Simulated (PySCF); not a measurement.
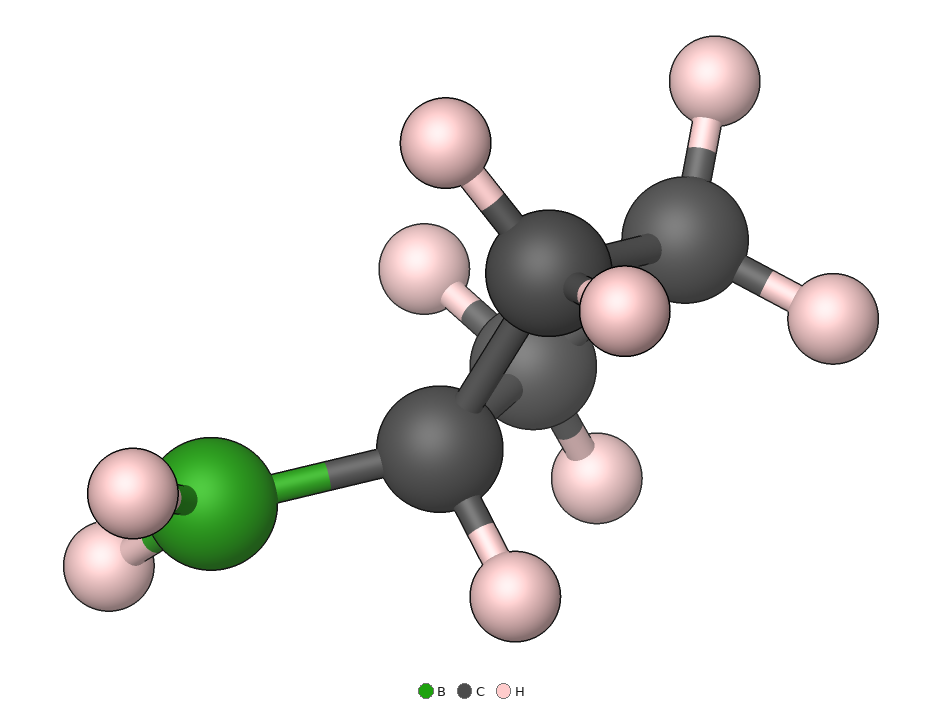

Rendered structure (ball-and-stick style).

**Which formula does it have?**

C₄H₉B, 14 atoms: 4 carbon, 9 hydrogen and 1 boron.

**Count the bonded pairs by element.**

7 C–H, 4 C–C, 2 B–H, 1 C–B.

**Name some functional groups or characteristic bonds that it holds.**

Among them: B–H bond.

**Write the SMILES.**

BC1CCC1

**Does it have rings?**

Independent rings (smallest set): 1 of 4 members.

More results for the same structure follow; atom numbers are the same in all pictures, views and colours differ. The computed structure is the end point of a PBE0-D3(BJ)/def2-SVP optimisation. No frequency run is at hand to confirm it as a minimum.

## Levels of theory compared

No frequency run is at hand to confirm it as a minimum. Program: PySCF 2.14.0.

Tabulate dipole (D) at these levels: BHandHLYP/aug-pcX-1 (pcseg-1 on H); PBE0/pcSseg-1 in chloroform (IEF-PCM); PBE0/pcSseg-1 in cyclohexane (IEF-PCM); ωB97X-D/def2-SVPD; ωB97X-D/def2-SVPD in chloroform (IEF-PCM); ωB97X-D/def2-SVPD in cyclohexane (IEF-PCM).

```
                                     level  dipole (D)
        BHandHLYP/aug-pcX-1 (pcseg-1 on H)        0.66
     PBE0/pcSseg-1 in chloroform (IEF-PCM)        0.86
    PBE0/pcSseg-1 in cyclohexane (IEF-PCM)        0.80
                         ωB97X-D/def2-SVPD        0.73
 ωB97X-D/def2-SVPD in chloroform (IEF-PCM)        0.86
ωB97X-D/def2-SVPD in cyclohexane (IEF-PCM)        0.80
```

## NMR shielding

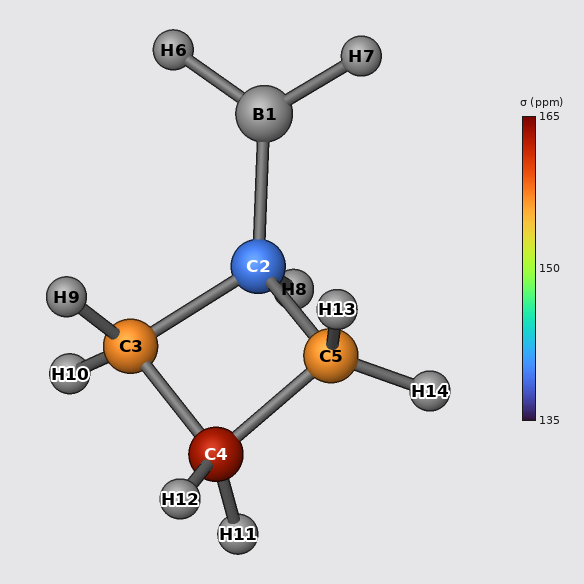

Atoms are coloured by their isotropic NMR shieldings (C only, the others grey). No frequency run is at hand to confirm it as a minimum. Level of theory: GIAO PBE0/pcSseg-1 NMR shielding, non-relativistic, IEF-PCM chloroform (PySCF 2.14.0).

Give the isotropic NMR shieldings of the C atoms atom by atom.

```tsv
atom	σ (ppm)
C2	139.8
C3	156.9
C4	162.7
C5	156.6
```

## Quadrupole coupling

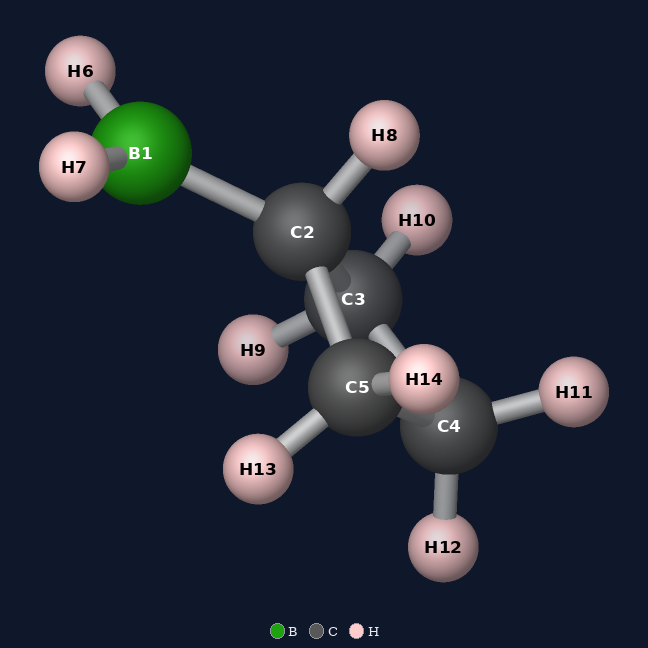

No frequency run is at hand to confirm it as a minimum. Electric field gradients from the ground-state density, PBE0/pcSseg-1 in chloroform (IEF-PCM) (PySCF 2.14.0), non-relativistic apart from any core potentials.

Give the largest field-gradient component, the quadrupole coupling constant and the asymmetry for 11B at B1 (Q = 40.59 mb), 2H at H6 (Q = 2.86 mb), 2H at H7 (Q = 2.86 mb).

```json
{"atom": "B1", "V_zz (a.u.)": "0.631", "e²qQ/h (MHz)": "6.02", "η": "0.10"}
{"atom": "H6", "V_zz (a.u.)": "0.198", "e²qQ/h (MHz)": "0.133", "η": "0.15"}
{"atom": "H7", "V_zz (a.u.)": "0.198", "e²qQ/h (MHz)": "0.133", "η": "0.15"}
```

## Polarisability

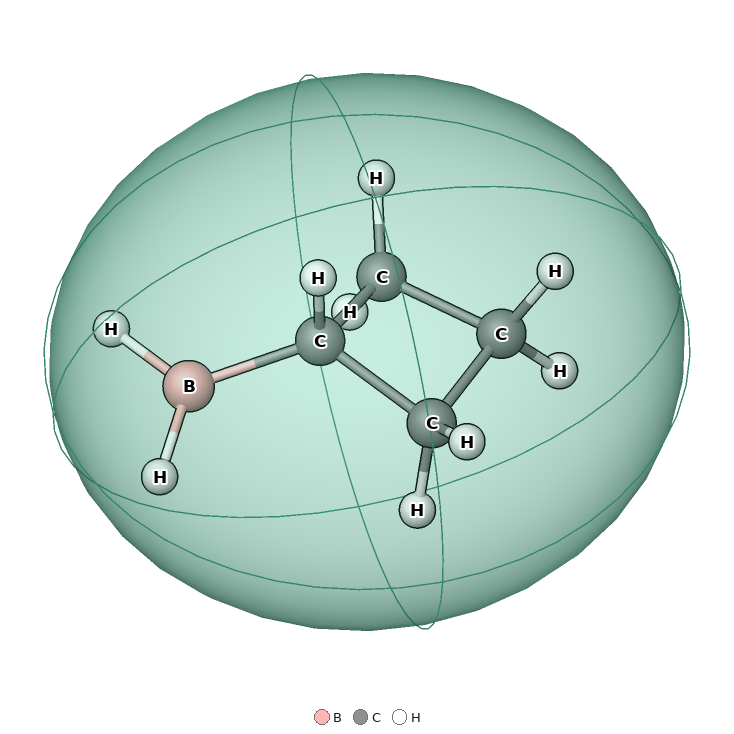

The ellipsoid shows the static dipole polarisability: its half-axes are proportional to the principal values. No frequency run is at hand to confirm it as a minimum. Computed with ωB97X-D/def2-SVPD in chloroform (IEF-PCM) (PySCF 2.14.0).

**Give the principal values, the mean and the anisotropy.**

Principal values 65.1, 76.2, 83.1 bohr³; mean 74.8 bohr³ (11.09 Å³); anisotropy 15.8 bohr³, so the longest axis is 1.28 times the shortest.
